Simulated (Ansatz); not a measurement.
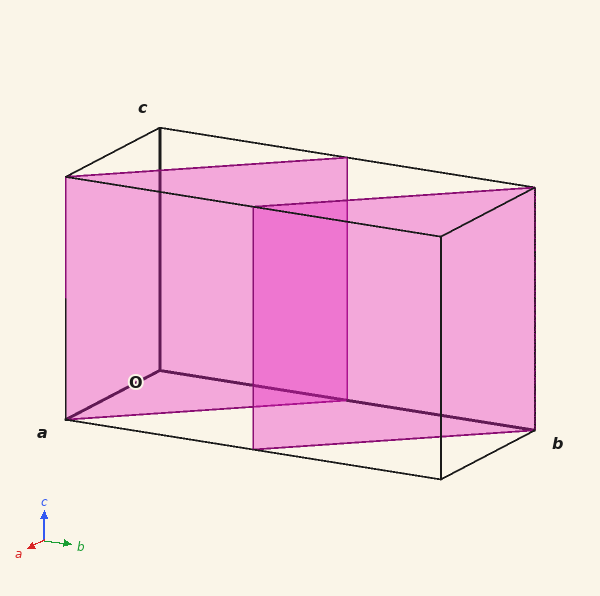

Every member of one family of equally spaced planes, hx + ky + lz = a whole number, that cuts the unit cell is shaded (one member passes through the origin O, touching the cell only at an edge or corner). Crystal: BeGaN, the geometry relaxed with DFT PBE, scalar-relativistic, plane waves, PAW in Ansatz 0.2.0; the starting structure was generated, so it need not be a known form of this composition. The drawing is computed from the coordinates (standard cell, symmetry found to 0.002 Å).

a = 2.950 Å, b = 6.497 Å, c = 3.845 Å, α = 90.00°, β = 90.00°, γ = 90.00°.

> What are the Miller indices?

(1 2 0); the opposite sign names the same planes. The member next to the origin meets the axes a at 1, b at 1/2, c never.

> What is the spacing?

d = 2.184 Å.

> The space group is Pmn2₁, No. 31. How many reflections hkl are equivalent to this one (itself included), and does it occur?

4 reflections are equivalent in the Laue class mmm. The space group allows the reflection.
